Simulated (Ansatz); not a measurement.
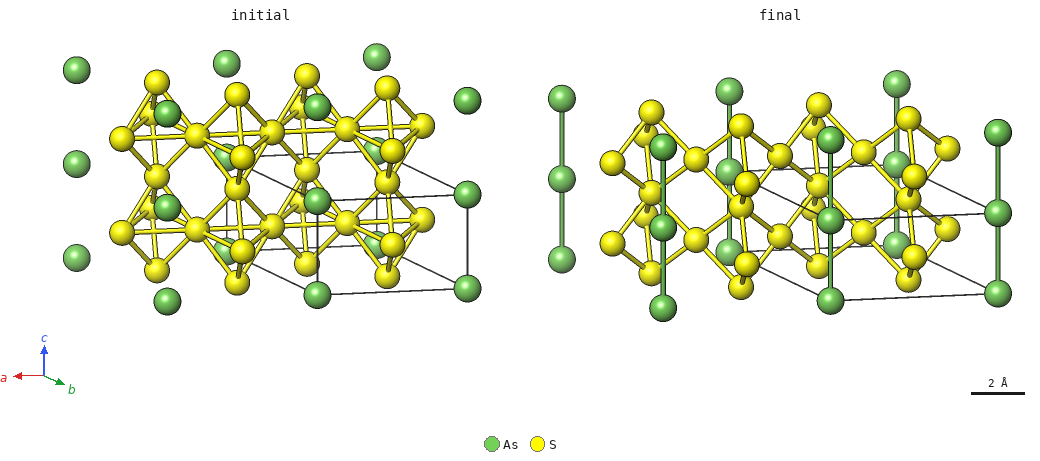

The structure of crystalline AsS5 (a generated structure, set up in P6/mmm) (coarse preliminary run) before (left) and after (right) a relaxation, at one scale.

A ball-and-stick model of the cell of the calculation, repeated 2 × 1 × 2 with one cell outlined, seen from a free direction.

Computed with DFT PBE, scalar-relativistic, plane waves, PAW (Ansatz). (plane-wave cutoff 420 eV; k-point mesh 6 × 6 × 4; occupations gaussian; smearing width 0.1 eV; no spin polarisation; cell and atoms relaxed; force threshold 0.04 eV/Å; at most 70 steps)

Describe what moved and what it gained.

After 6 accepted moves (7 points after the start) the energy has fallen by 0.923 eV per cell of the calculation. All forces vanish by symmetry, so only the cell relaxes. Pressure: 0.49 GPa at the start and −0.01 GPa at the end. At 1 point the geometry stayed and the basis and grid were re-selected for the new cell (energy shift of 7.2 meV per cell of the calculation at most each time). The atoms keep their places relative to the cell (all moves are under 0.005 Å). Cell: a = b 5.743 → 6.409 Å (+11.6 %), c 3.825 → 3.276 Å (−14.3 %). Volume +6.7 %. Near-neighbour distances that change, for instance: As–As 3.825 → 3.276 Å, S–S 2.871 → 3.204 Å, S–S 2.531 → 2.471 Å. Bond angles that change, for instance: S–S–S 81.8° → 97.0°, S–S–S 98.2° → 83.0°, S–S–S 69.1° → 80.8°. The space group stays P6/mmm (No. 191). The run took 35 s on 1 thread of Intel(R) Xeon(R) Processor @ 2.70GHz (shared host), peak memory 0.41 GiB.

Limits of the set-up: the k-point mesh is coarse for a cell with partly filled bands.
